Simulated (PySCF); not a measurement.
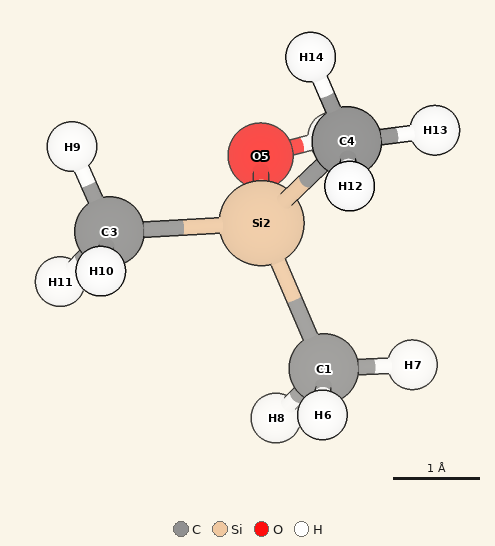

Fig. 1: The structure (ball-and-stick view, seen at a tilt; atoms are numbered from 1 in the order of the input).

**NMR shielding calculation of C₃H₁₀OSi**

- system: C₃H₁₀OSi
- method: GIAO wB97X-D/pcSseg-2 NMR shielding, non-relativistic, gas phase (PySCF 2.14.0)

The geometry comes from this level: PBE0-D3(BJ)/def2-TZVP. Figures and captions count atoms from 1; the log counts them from 0 in places.

**The input**
```
{"job": {"kind": "nmr", "xc": "wB97X-D", "basis": "pcSseg-2", "pop": false}, "charge": 0, "multiplicity": 1}
C     -1.202463     0.268204    -1.278542
Si    -0.148187     0.071514     0.253217
C      0.139926    -1.727086     0.633955
C      1.471712     0.974169     0.006417
O     -0.942272     0.669710     1.582577
H     -0.702228    -0.152063    -2.155726
H     -1.410522     1.320757    -1.491209
H     -2.159759    -0.244866    -1.158651
H      0.702522    -1.837985     1.564253
H      0.708982    -2.210045    -0.164855
H     -0.806750    -2.260946     0.745853
H      1.994739     0.603674    -0.879806
H      1.310634     2.047474    -0.135474
H      2.131708     0.845120     0.867262
H     -1.107433     1.612220     1.607608
```

The first line tells a small driver script what to run in PySCF; the rest is the geometry in Å.

Launch command:
```bash
OMP_NUM_THREADS=1 python <driver script> task.json out
```

**Log**
```
coarse grid: 12168 points
cycle   1  E = -485.0610295129  dE =  3.208e-01  |g| = 7.825e-01  |ddm| = 2.502e+00
cycle   2  E = -485.0455759995  dE =  1.545e-02  |g| = 8.772e-01  |ddm| = 9.344e-01
cycle   3  E = -485.1753657699  dE = -1.298e-01  |g| = 8.129e-02  |ddm| = 5.331e-01
cycle   4  E = -485.1766500832  dE = -1.284e-03  |g| = 2.606e-02  |ddm| = 5.590e-02
cycle   5  E = -485.1768147451  dE = -1.647e-04  |g| = 2.903e-03  |ddm| = 2.240e-02
cycle   6  E = -485.1768172671  dE = -2.522e-06  |g| = 6.076e-04  |ddm| = 4.380e-03
final grid: 110480 points
cycle   7  E = -485.1799667024  dE = -2.383e-04  |g| = 6.982e-03  |ddm| = 4.523e-02
cycle   8  E = -485.1799719699  dE = -5.267e-06  |g| = 5.307e-03  |ddm| = 9.002e-03
cycle   9  E = -485.1799775667  dE = -5.597e-06  |g| = 5.843e-04  |ddm| = 2.754e-03
cycle  10  E = -485.1799776040  dE = -3.737e-08  |g| = 4.791e-04  |ddm| = 7.662e-04
cycle  11  E = -485.1799776441  dE = -4.011e-08  |g| = 3.725e-05  |ddm| = 2.539e-04
cycle  12  E = -485.1799776447  dE = -5.796e-10  |g| = 1.189e-05  |ddm| = 8.153e-05
```

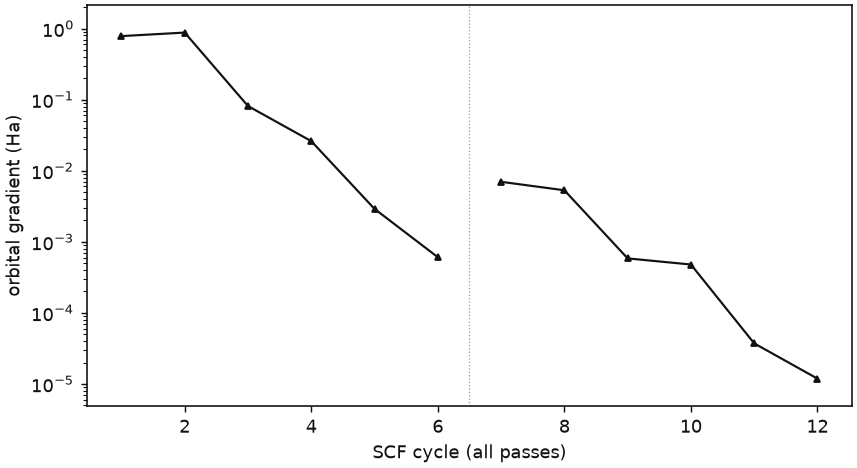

Fig. 2: Convergence of the self-consistent field: orbital gradient against the SCF cycle. The dotted line marks the change from a coarse to the final integration grid. The first 6 cycles use a coarse grid, the final grid takes over at cycle 7, and the field converges after 12 cycles in all.

```
converged SCF energy = -485.1799776447

GIAO shielding tensors (ppm)
atom      isotropic    diamagn.    paramagn.     s11        s22        s33       span
  0 C      183.986     247.356     -63.370    176.435    183.775    191.747     15.312
  1 Si     322.412     877.516    -555.104    304.186    313.077    349.972     45.786
  2 C      186.679     246.341     -59.662    179.868    187.203    192.965     13.097
  3 C      184.145     247.658     -63.513    176.356    184.201    191.878     15.522
  4 O      284.560     385.644    -101.084    274.113    278.433    301.134     27.021
  5 H       31.705      31.754      -0.049     28.089     29.158     37.869      9.780
  6 H       31.588      31.526       0.063     27.927     29.255     37.584      9.657
  7 H       31.402      31.038       0.364     27.553     29.020     37.632     10.079
  8 H       31.372      30.553       0.820     27.440     28.848     37.829     10.389
  9 H       31.831      31.514       0.317     28.134     29.246     38.111      9.977
 10 H       31.347      30.593       0.754     27.385     28.900     37.755     10.371
 11 H       31.689      31.810      -0.121     28.046     29.140     37.882      9.836
 12 H       31.610      31.710      -0.100     28.002     29.237     37.591      9.588
 13 H       31.400      31.183       0.218     27.521     29.032     37.648     10.127
 14 H       30.960      32.683      -1.723     23.278     25.934     43.668     20.390
```

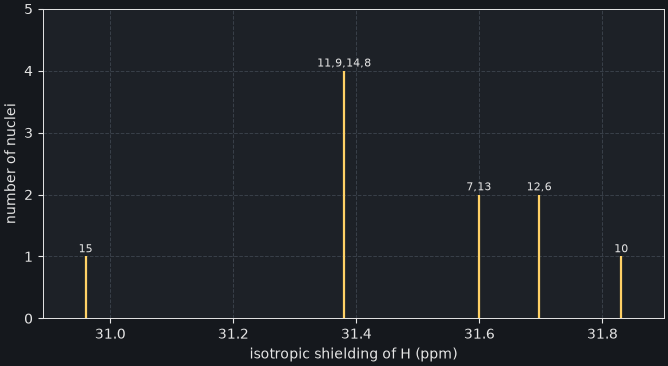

Fig. 3: Isotropic shieldings of the hydrogen nuclei in this fixed geometry, labelled by atom number; shielding grows to the right, so chemical shift grows to the left. The least shielded is H15 (31.0 ppm), the most shielded H10 (31.8 ppm).

**Key numbers**

```tsv
quantity	value
outcome	converged
total energy	−485.179978 hartree
HOMO	−9.90 eV
LUMO	1.94 eV
dipole moment	1.38 D
isotropic shielding, C	184.0 to 186.7 ppm
isotropic shielding, Si	322.4 ppm
isotropic shielding, O	284.6 ppm
isotropic shielding, H	31.0 to 31.8 ppm
hardware	1 CPU thread, shared host
wall time	65 s
peak memory	1.5 GiB
```
